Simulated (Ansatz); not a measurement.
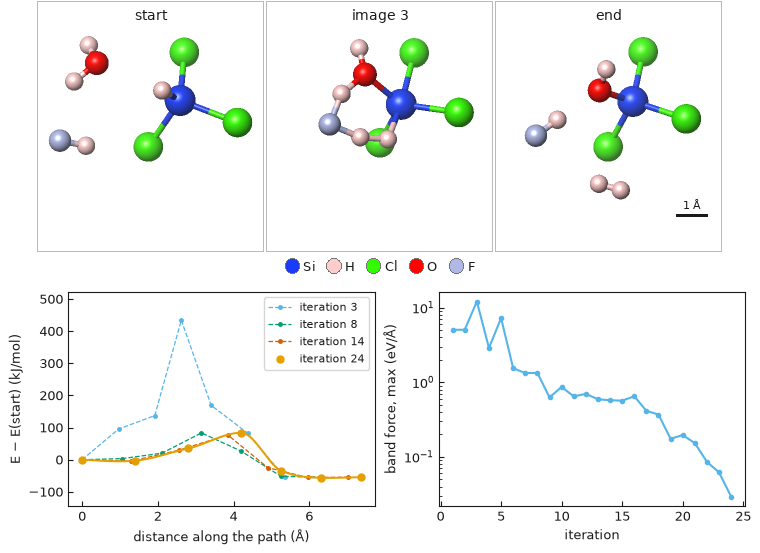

A search for the minimum-energy path of SiH4OCl3F by the nudged elastic band. Images are numbered from 0 (start) to 6 (end). The plot follows the band through its iterations. Style: ball-and-stick. Shown face on.

Computed with Ansatz, RKS PBE0-D4/def2-SVP. Run with 5 movable images; climbing image.

> Did the band converge, and can the barrier be trusted?

The run is converged, with reservations. The band converged in 24 iterations. The largest component of the band force went from 5 to 0.029 eV/Å. The climbing image converged on the top of the path. Its curvatures weren't checked. The largest force component is 0.34 eV/Å at the start and 0.51 eV/Å at the end; an end with forces this large is no minimum, and the barrier measured from it can be far off. The first iteration put the highest image at 792.7 kJ/mol. Forward barrier 83.8 kJ/mol, backward barrier 138.1 kJ/mol, with image 3 at the top; the reaction energy is −54.3 kJ/mol. Image 5 lies below both ends, at −56.3 kJ/mol, so an end isn't at the bottom of its valley.

Cost: 3 min on 8 threads of Arm Neoverse V1 (shared host).
